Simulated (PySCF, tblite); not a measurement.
# C₄H₁₀BO₂ radical: geometry, infrared bands and EPR parameters

Aim: predict the infrared bands and EPR parameters of C₄H₁₀BO₂ radical (`CC[CH]CB(O)O`).

The runs use tblite 0.8.0 and PySCF 2.14.0, with density-fitted response routines of our own; the level of theory stands in each step. All values are computed, except where a source is named. Atoms count from 0, in the outputs and in this text.

### 1 Starting geometry

17 atoms, charge 0, multiplicity 2; geometry from: force field or distance geometry start.

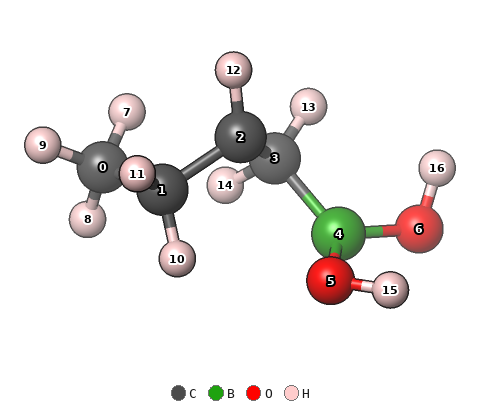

The starting geometry (carbon dark grey, boron green, oxygen red, hydrogen pink), atoms numbered.

### 2 Geometry optimisation with GFN2-xTB

The job: settings as JSON, then the geometry in Å.

```
{"job": {"kind": "relax", "xc": "GFN2-xTB", "basis": "xTB"}, "charge": 0, "multiplicity": 2}
C     -2.137700    -0.026100    -0.284500
C     -1.138100    -0.922200     0.366500
C     -0.158000    -0.043700     1.117700
C      0.474300     0.874600     0.089000
B      1.772600     0.059800    -0.384600
O      1.835100    -1.385400    -0.133500
O      2.998400     0.859200    -0.518400
H     -1.994600     1.025900     0.069600
H     -2.142000    -0.074600    -1.384400
H     -3.159100    -0.344300     0.101100
H     -0.615900    -1.601300    -0.363700
H     -1.603300    -1.611600     1.140000
H     -0.555000     0.446700     2.014300
H      0.777400     1.857400     0.484300
H     -0.165000     0.969700    -0.815400
H      2.789100    -1.557600     0.163100
H      3.014900     1.485500     0.277500
```

Started as:

```
> OMP_NUM_THREADS=1 python probes_run.py task.json out
```

This one command runs all jobs of the session in turn.

Output:

```text
step      E/eV     max force
  0    -624.88465    3.702
  1    -625.51408    2.209
  2    -625.77352    1.385
  3    -625.86358    1.060
  4    -625.99216    0.958
  5    -626.06788    0.986
  6    -626.24009    2.007
  7    -626.35630    1.451
  8    -626.48013    0.758
  9    -626.52725    0.642
 10    -626.56568    1.118
 11    -626.58842    0.824
 12    -626.61351    0.282
 13    -626.62780    0.262
 14    -626.64232    0.381
 15    -626.66041    0.382
 16    -626.67292    0.274
 17    -626.68116    0.217
 18    -626.68889    0.236
 19    -626.69615    0.233
 20    -626.70277    0.157
 21    -626.70852    0.177
 22    -626.71354    0.140
 23    -626.71838    0.150
 24    -626.72294    0.123
 25    -626.72651    0.125
 26    -626.72898    0.100
 27    -626.73061    0.085
 28    -626.73174    0.084
 29    -626.73293    0.078
 30    -626.73440    0.087
 31    -626.73595    0.091
 32    -626.73725    0.081
 33    -626.73833    0.084
 34    -626.73955    0.098
 35    -626.74125    0.091
 36    -626.74344    0.111
 37    -626.74553    0.103
 38    -626.74705    0.089
 39    -626.74832    0.100
 40    -626.74976    0.087
 41    -626.75153    0.106
 42    -626.75392    0.134
 43    -626.75710    0.162
 44    -626.76143    0.231
 45    -626.76578    0.214
 46    -626.77186    0.231
 47    -626.77748    0.173
 48    -626.78425    0.176
 49    -626.78795    0.204
 50    -626.79312    0.156
 51    -626.79798    0.169
 52    -626.80170    0.160
 53    -626.80495    0.248
 54    -626.80843    0.215
 55    -626.81138    0.095
 56    -626.81399    0.101
 57    -626.81587    0.149
 58    -626.81799    0.147
 59    -626.81946    0.112
 60    -626.82081    0.078
 61    -626.82165    0.099
 62    -626.82243    0.100
 63    -626.82326    0.068
 64    -626.82373    0.046
 65    -626.82408    0.041
 66    -626.82440    0.066
 67    -626.82482    0.071
 68    -626.82527    0.054
 69    -626.82560    0.034
 70    -626.82579    0.037
 71    -626.82598    0.037
 72    -626.82623    0.039
 73    -626.82658    0.049
 74    -626.82700    0.051
 75    -626.82752    0.073
 76    -626.82821    0.093
 77    -626.82919    0.094
 78    -626.83044    0.073
 79    -626.83185    0.084
 80    -626.83321    0.096
 81    -626.83435    0.130
 82    -626.83564    0.113
 83    -626.83693    0.071
 84    -626.83799    0.063
 85    -626.83859    0.070
 86    -626.83934    0.067
 87    -626.84033    0.103
 88    -626.84169    0.115
 89    -626.84393    0.190
 90    -626.84580    0.123
 91    -626.84751    0.101
 92    -626.84908    0.200
 93    -626.85081    0.104
 94    -626.85221    0.065
 95    -626.85297    0.060
 96    -626.85353    0.082
 97    -626.85407    0.070
 98    -626.85455    0.050
 99    -626.85499    0.059
100    -626.85548    0.072
101    -626.85615    0.097
102    -626.85710    0.102
103    -626.85824    0.095
104    -626.85952    0.094
105    -626.86089    0.101
106    -626.86263    0.128
107    -626.86463    0.141
108    -626.86787    0.195
109    -626.87046    0.189
110    -626.87398    0.136
111    -626.87546    0.209
112    -626.87726    0.103
113    -626.87805    0.090
114    -626.87902    0.117
115    -626.87981    0.074
116    -626.88070    0.055
117    -626.88152    0.063
118    -626.88202    0.070
119    -626.88228    0.044
120    -626.88249    0.040
121    -626.88271    0.037
122    -626.88308    0.044
123    -626.88360    0.049
124    -626.88444    0.074
125    -626.88546    0.085
126    -626.88654    0.100
127    -626.88765    0.068
128    -626.88866    0.064
129    -626.88946    0.050
130    -626.89007    0.052
131    -626.89057    0.053
132    -626.89110    0.054
133    -626.89170    0.068
134    -626.89239    0.075
135    -626.89307    0.077
136    -626.89361    0.061
137    -626.89403    0.041
138    -626.89433    0.045
139    -626.89464    0.038
140    -626.89499    0.039
141    -626.89535    0.036
142    -626.89566    0.037
143    -626.89592    0.040
144    -626.89615    0.032
145    -626.89633    0.031
146    -626.89642    0.034
147    -626.89650    0.027
148    -626.89659    0.021
149    -626.89672    0.026
150    -626.89681    0.026
151    -626.89690    0.023
152    -626.89697    0.016
153    -626.89704    0.014
154    -626.89707    0.010
155    -626.89708    0.008
```

It took 0.87 s on 1 thread of Arm Neoverse V1, shared host.

Step by step: (not every step is listed)

```csv
step,energy from step 0 (eV),largest force (eV/Å)
0,0.0000,3.7021
1,-0.6294,2.2094
2,-0.8889,1.3847
3,-0.9789,1.0599
4,-1.1075,0.9577
5,-1.1832,0.9859
6,-1.3554,2.0066
7,-1.4717,1.4507
8,-1.5955,0.7577
22,-1.8289,0.1404
36,-1.8588,0.1113
50,-1.9085,0.1559
64,-1.9391,0.0459
78,-1.9458,0.0730
92,-1.9644,0.2003
106,-1.9780,0.1280
120,-1.9978,0.0395
134,-2.0077,0.0749
148,-2.0119,0.0209
150,-2.0122,0.0263
151,-2.0122,0.0235
152,-2.0123,0.0164
153,-2.0124,0.0143
154,-2.0124,0.0102
155,-2.0124,0.0081
```

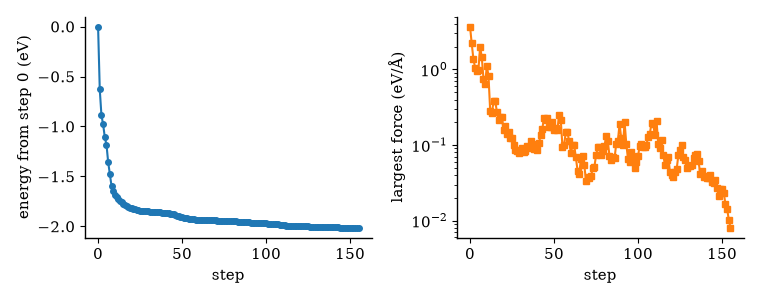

Energy and force, step by step.

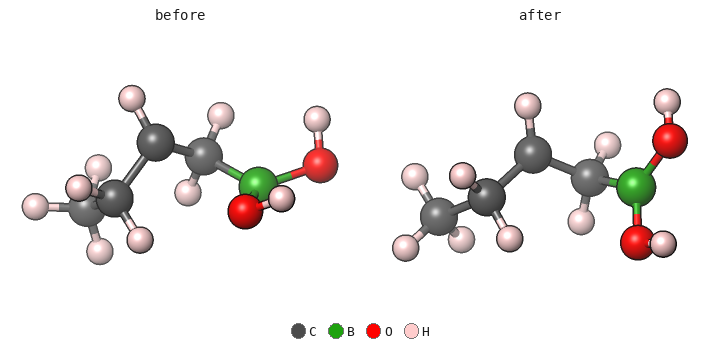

The geometry before (left) and after (right).

Distances of close pairs at the start and the end, largest changes first:

```
  bond  before (Å)  after (Å)  change (Å)
 B4–O5       1.468      1.349      -0.119
 B4–O6       1.470      1.362      -0.107
O6–H16       1.013      0.955      -0.058
O5–H15       1.014      0.958      -0.055
 C0–H9       1.137      1.088      -0.050
 C0–C1       1.492      1.541      +0.049
C1–H11       1.136      1.093      -0.043
 C2–C3       1.517      1.481      -0.036
```

The next job starts from the end point, and lists it.

### 3 Harmonic vibrations with GFN2-xTB

The job: settings as JSON, then the geometry in Å.

```
{"job": {"kind": "ir", "xc": "GFN2-xTB", "basis": "xTB"}, "charge": 0, "multiplicity": 2}
C     -2.494776    -0.226173    -0.079850
C     -1.137814    -0.673191     0.496464
C     -0.235341     0.474477     0.747382
C      0.676885     0.973607    -0.306572
B      1.980466     0.034184    -0.161949
O      2.043946    -1.092901    -0.900128
O      2.968815     0.271048     0.745047
H     -2.995180     0.446443     0.612691
H     -2.347040     0.295475    -1.021748
H     -3.134830    -1.087758    -0.255352
H     -0.670400    -1.351775    -0.222896
H     -1.323087    -1.220663     1.424329
H     -0.160530     0.881714     1.741580
H      0.911670     2.029001    -0.156295
H      0.227249     0.844315    -1.290255
H      2.797421    -1.651189    -0.702437
H      2.885547     1.065417     1.268463
```

Output:

```text
mode    cm-1     km/mol
  1      36.8      0.95
  2      54.7      0.72
  3      61.4      0.40
  4     120.7      6.02
  5     205.3      0.18
  6     290.8      0.57
  7     311.2      3.51
  8     389.9     11.23
  9     395.8     29.96
 10     461.0     20.68
 11     523.7     29.25
 12     535.1     49.81
 13     615.6    302.01
 14     735.6     10.88
 15     812.7      5.20
 16     844.8      1.89
 17     919.8      4.00
 18     948.8    139.08
 19     951.7    160.68
 20    1017.9      5.32
 21    1034.1      2.06
 22    1049.4     11.82
 23    1172.0     69.33
 24    1182.4     13.52
 25    1195.2     35.57
 26    1217.1    473.09
 27    1258.3      2.95
 28    1295.1    271.05
 29    1306.8     94.54
 30    1345.1     18.54
 31    1395.5      0.32
 32    1458.4      2.13
 33    1474.6      0.66
 34    1498.2      2.26
 35    1503.0      2.08
 36    2947.8     17.91
 37    2953.7     57.25
 38    2958.8     51.69
 39    2992.3     25.17
 40    3027.6     52.23
 41    3035.8     41.71
 42    3043.4     32.35
 43    3096.2     66.83
 44    3601.0     13.27
 45    3661.5     14.15
```

Wall time 0.46 s (1 thread of Arm Neoverse V1, shared host).

The strongest bands and the atoms that carry them (share of the mass-weighted mode):

```
cm⁻¹  km/mol                                 atoms
 616   302.0            H15 64 %, B4 18 %, O5 12 %
 949   139.1           H16 44 %, H15 32 %, O6 15 %
 952   160.7           H16 32 %, H15 29 %, O5 24 %
1172    69.3  H12 26 %, C3 17 %, H14 15 %, C1 12 %
1217   473.1            B4 61 %, O6 14 %, H15 11 %
1295   271.1            B4 50 %, H11 14 %, O5 12 %
1307    94.5  H11 39 %, B4 18 %, H10 12 %, C1 11 %
3096    66.8                              H12 92 %
```

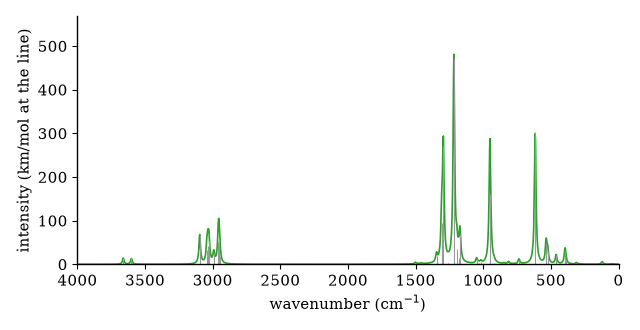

The infrared spectrum from these modes, unscaled. Lines are broadened to a width of 14 cm⁻¹ (Lorentzian).

### 4 EPR parameters: B3LYP/pcH-1

Same as in step 3 but for these lines:

```diff
@@ -1,2 +1,2 @@
-{"job": {"kind": "ir", "xc": "GFN2-xTB", "basis": "xTB"}, "charge": 0, "multiplicity": 2}
+{"job": {"kind": "epr", "basis": "pcH-1"}, "charge": 0, "multiplicity": 2}
 C     -2.494776    -0.226173    -0.079850
```

Level: UKS B3LYP, pcH-1 on B C H O, non-relativistic, mean-field spin-orbit, GIAO.

Output:

```text
UKS, coarse grid
  cycle   1  E = -333.65269023  |g| = 7.18e-01
  cycle   2  E = -333.45400719  |g| = 1.05e+00
  cycle   3  E = -333.84209723  |g| = 7.43e-02
  cycle   4  E = -333.84394224  |g| = 3.89e-02
  cycle   5  E = -333.84467160  |g| = 5.14e-03
  cycle   6  E = -333.84468656  |g| = 2.44e-03
  cycle   7  E = -333.84469015  |g| = 1.42e-03
  cycle   8  E = -333.84469034  |g| = 5.25e-04
UKS, final grid
  cycle   1  E = -333.84479005  |g| = 8.08e-04
  cycle   2  E = -333.84478964  |g| = 1.37e-03
  cycle   3  E = -333.84479028  |g| = 7.34e-05
  cycle   4  E = -333.84479028  |g| = 1.70e-05
E = -333.84479028 Eh   <S^2> = 0.7542 (exact 0.7500)
g shifts (ppm)      1          2          3
  rmc          -151       -151       -151
  gc             -1         33         22
  oz_so          51        567       1127
  total        -101        449        997
hyperfine (MHz)  atom isotope    a_iso     a_fc   dipolar eigenvalues
    0   13C      82.38      82.38     -5.14     -5.03     10.17
    1   13C     -30.83     -30.83     -2.15      0.40      1.75
    2   13C      90.04      90.04    -77.50    -76.74    154.24
    3   13C     -24.99     -24.99     -4.99     -1.02      6.00
    4   11B      75.44      75.44     -5.88     -4.31     10.19
    5   17O      -6.48      -6.48     -2.05      0.66      1.39
    6   17O      -1.00      -1.00     -4.74      2.17      2.57
    7    1H      -3.24      -3.24     -5.44     -2.05      7.49
    8    1H      -3.88      -3.88     -4.78     -2.14      6.91
    9    1H      11.94      11.94     -3.28     -1.86      5.14
   10    1H      43.63      43.63     -4.36     -4.01      8.37
   11    1H      24.67      24.67     -4.62     -4.01      8.63
   12    1H     -61.06     -61.06    -37.42      0.74     36.68
   13    1H      41.84      41.84     -4.27     -3.86      8.14
   14    1H      51.57      51.57     -4.43     -3.72      8.15
   15    1H       5.13       5.13     -1.63     -1.29      2.92
   16    1H       0.47       0.47     -2.33     -1.07      3.40
```

It took 63 s on 1 thread of Arm Neoverse V1, shared host; peak memory 1 GiB.

Principal g values 2.00222, 2.00277, 2.00332; g(iso) = 2.00277, against 2.00232 for a free electron.

Hyperfine couplings; where a row names several nuclei, a(iso) is their mean (it holds for fast rotation or exchange) and the dipolar term the largest among them:

```csv
nuclei,isotope,a(iso) (MHz),"a(iso) (G, at g = 2.0023)",largest dipolar term (MHz)
C2,13C,90.0,32.1,154.2
C0,13C,82.4,29.4,10.2
B4,11B,75.4,26.9,10.2
H12,1H,-61.1,-21.8,-37.4
"H13, H14",1H,46.7,16.7,8.1
"H10, H11",1H,34.1,12.2,8.6
C1,13C,-30.8,-11.0,-2.1
C3,13C,-25.0,-8.9,6.0
"O5, O6",17O,-3.7,-1.3,-4.7
"H15, H16",1H,2.8,1.0,3.4
"H7, H8, H9",1H,1.6,0.6,7.5
```

Mulliken spin populations:

C0 0.04; C1 -0.08; C2 0.99; C3 -0.06; B4 0.06; O5 0.00; O6 0.01; H7 0.00; H8 0.00; H9 0.01; H10 0.02; H11 0.01; H12 -0.05; H13 0.02; H14 0.02; H15 0.00; H16 0.00

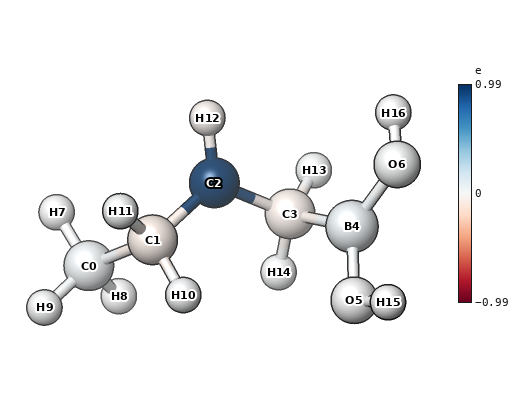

Mulliken spin populations, as colours on the atoms.

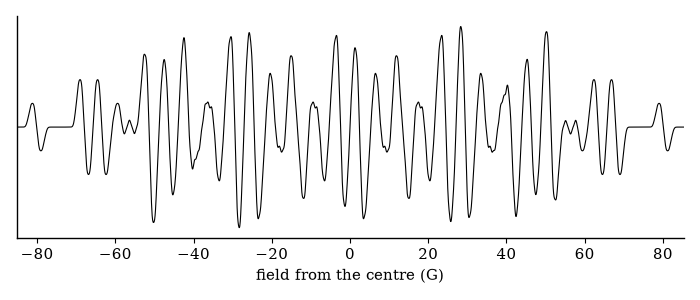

First-order isotropic spectrum (first derivative, main isotopes with spin only, couplings over 0.8 MHz, Gaussian width 0.4 G; couplings of the frozen geometry, rotation of groups not averaged beyond the rows shown).

Orbitals, density, ELF and potential are computed afterwards from the orbital file.

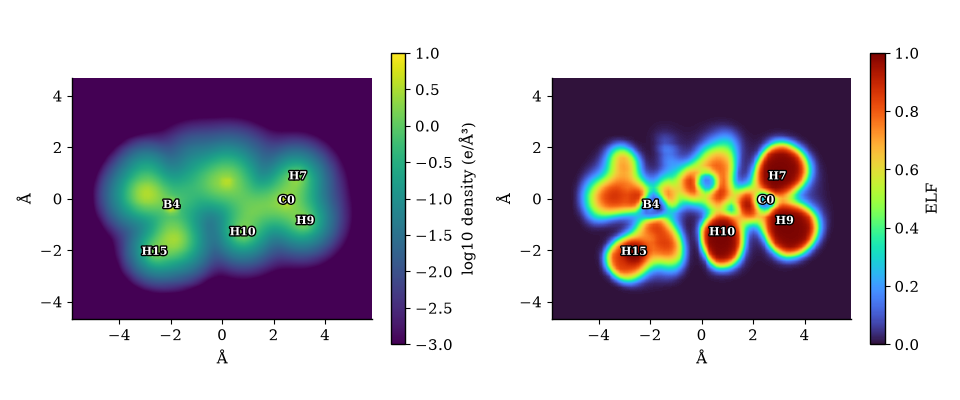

Density (left) and ELF (right) in a plane through or near 6 of the atoms.

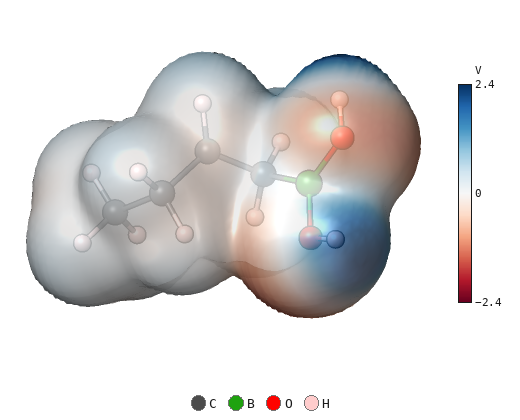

Electrostatic potential on the surface of density 0.002 e/bohr³; red is low, blue high. It runs from -1.35 V near O5 to 2.40 V near H16.

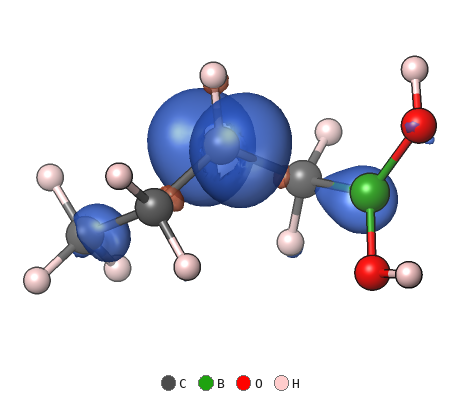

Spin density at ±0.04 e/Å³ (alpha excess blue, beta excess red).

### 5 Outcome

```
                                 quantity                  value
strongest single infrared mode (GFN2-xTB)  1217 cm⁻¹, 473 km/mol
             zero-point energy (GFN2-xTB)          87.1 kcal/mol
                           g(iso) (B3LYP)                2.00277
                                     ⟨S²⟩     0.754 (exact 0.75)
       largest a(iso) (averaged by class)    13C on C2, 90.0 MHz
    surface potential, least and greatest     -1.35 V and 2.40 V
```

Relaxing lowered the energy by 2.012 eV in 155 steps; the close pair that moved most is B4–O5, from 1.468 to 1.349 Å. All 45 modes are real, so the xTB geometry is a minimum. The strongest single mode, at 1217 cm⁻¹, moves mainly B4. Unscaled tight-binding wavenumbers are off by several per cent, some by more. Its intensities can rank the bands wrongly. C2 carries the largest spin population, 0.99 e. The isotropic g lies 0.4 ppt above the free-electron value.
